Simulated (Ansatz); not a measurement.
```xyz
7

Ga   -1.2084   -0.7317   -0.1868
Br    0.6142   -2.0772    0.6100
H    -1.4421   -0.8205   -1.7223
H    -1.9915   -0.0331    0.9689
H     1.6381    0.4874    0.0885
O     1.2230    1.2925   -0.2621
H     1.1667    1.8826    0.5038
```

Not at a stationary point (largest force 0.8 eV/Å).

Method: Ansatz, RKS B3LYP-D4/def2-SVP.

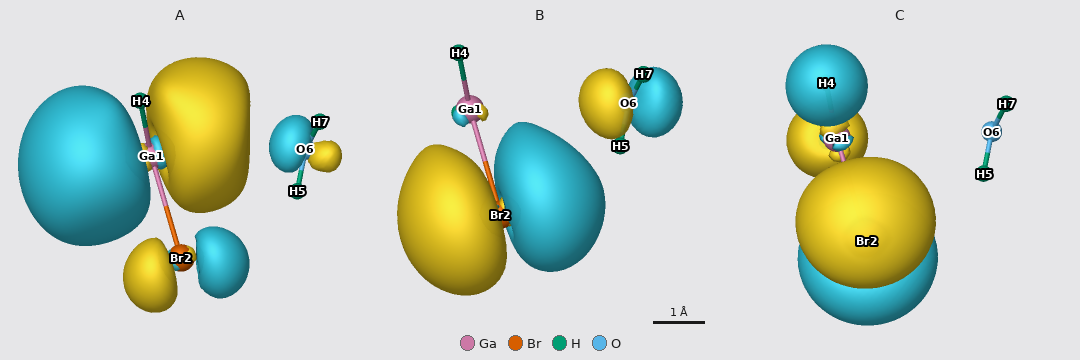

BrGaH₂···H₂O. Three frontier orbitals at ±0.08 Å⁻³ᐟ² (yellow and cyan are the two phases), in no order.

Question: Order the three orbitals by energy and name them.

Answer: B is the HOMO−1 (−7.89 eV). By Hirshfeld shares it lies mainly on Br2 (about 85 %) and O6 (about 5 %); largely a lone pair of Br2. C is the HOMO (−7.52 eV). It lies mainly on Br2 (about 85 %) and Ga1 (about 5 %); largely a lone pair of Br2. A is the LUMO (−1.76 eV). It lies mainly on Ga1 (about 75 %) and Br2 (about 10 %).

Question: What is the HOMO–LUMO gap?

Answer: 5.76 eV between the orbital energies.
